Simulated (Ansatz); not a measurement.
A ladder of methods for BH2SF (SMILES FBS)

BH2SF has 5 atoms, charge 0, and is taken as a singlet. As SMILES, `FBS`. Geometry: relaxed at PBE0-D4/def2-TZVP. This is one conformer, not always the lowest.

```xyz
5

F    -1.1191   -0.9059   -1.0692
B    -0.4128   -0.3391   -0.1061
S     0.9724    0.6986   -0.5794
H    -0.7120   -0.5309    1.0337
H     1.3214    1.0037    0.6796
```

Each level gives the energy change with the S3–H5 bond stretched from 1.342 to 1.677 Å (eV). The values are calculated.

| level | kind | program | value (eV) | less FCI/STO-3G | CPU time (all runs) |
| --- | --- | --- | --- | --- | --- |
| SVWN5/STO-3G (restricted) | LDA | Ansatz | 0.95 | +0.01 | 1.5 s |
| BLYP/STO-3G (restricted) | GGA | Ansatz | 0.84 | -0.10 | 2.4 s |
| r2SCAN/STO-3G (restricted) | meta-GGA | Ansatz | 1.01 | +0.07 | 5.3 s |
| r2SCAN0/STO-3G (restricted) | hybrid meta-GGA | Ansatz | 1.15 | +0.21 | 5.5 s |
| HSE06/STO-3G (restricted) | range-separated hybrid | Ansatz | 1.08 | +0.14 | 2.8 s |
| RPA@PBE/STO-3G (restricted) | RPA | Ansatz | 0.89 | -0.05 | 3.3 s |
| CCSDT/STO-3G (restricted) | coupled cluster or CI | Ansatz | 0.94 | 0.00 | 0.81 s |
| CCSDTQ/STO-3G (restricted) | coupled cluster or CI | Ansatz | 0.94 | 0.00 | 20 s |
| FCI/STO-3G | exact in the basis | Ansatz | 0.94 | 0.00 | 41 s |

FCI/STO-3G is exact within its basis and frozen core, so for wave-function methods in that basis the difference is their error; functionals converge differently with the basis, so for them it is only a difference. The first shape isn't each level's own minimum. The values span 0.84 to 1.15 eV. All rows use very small basis sets, so even the best lies far from the true value. CPU times are rough (shared hosts, several kinds of processor): they show what a rung costs within a factor of a few.

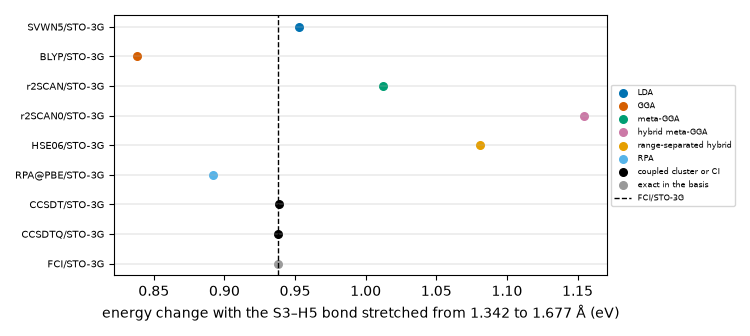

The values of the table, level by level.
